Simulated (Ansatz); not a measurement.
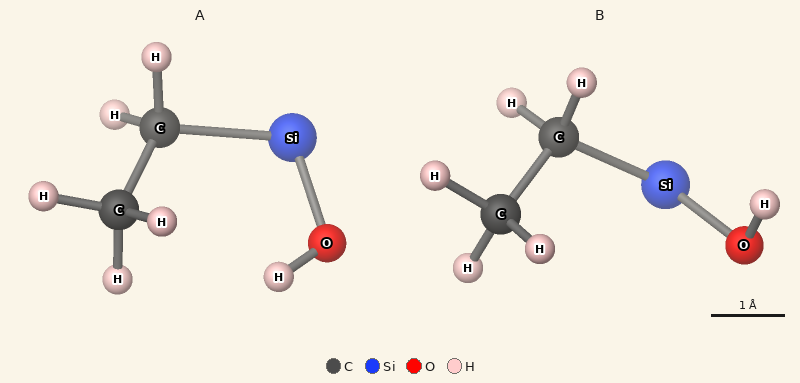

Two geometries of C2H6OSi (coarse preliminary run), drawn at one scale. One is the start of a relaxation, the other its converged end. The picture is a ball-and-stick view, seen from a free direction.

The calculation used RKS PBE-D4/def2-SVP in Ansatz. (force threshold 0.03 eV/Å; at most 200 steps)

**Which of the two is the end point?**

Structure A is the relaxed one. The start comes from a force field. The energy falls by 18.3 kcal/mol in 21 accepted moves (26 points after the start). Largest force component: 2.2 eV/Å at the start, 0.0036 eV/Å at the end. The line search rejected the trial steps at points 4, 7, 11, 15, 25 of the run. The largest move after the best rigid fit is that of an H atom, 1.58 Å. Largest moves by element: H 1.58 Å, Si 0.78 Å, C 0.28 Å, O 0.25 Å. Among the contacts that change: C–Si 1.842 → 1.945 Å, C–H 1.174 → 1.110 Å, C–H 1.060 → 1.117 Å, C–H 1.084 → 1.116 Å. Bond angles that change, for instance: C–Si–O 114.4° → 101.1°, Si–O–H 110.6° → 116.6°, C–C–H 107.4° → 112.9°. Groups turn about O–Si by about 55°, C–Si by about 55°.
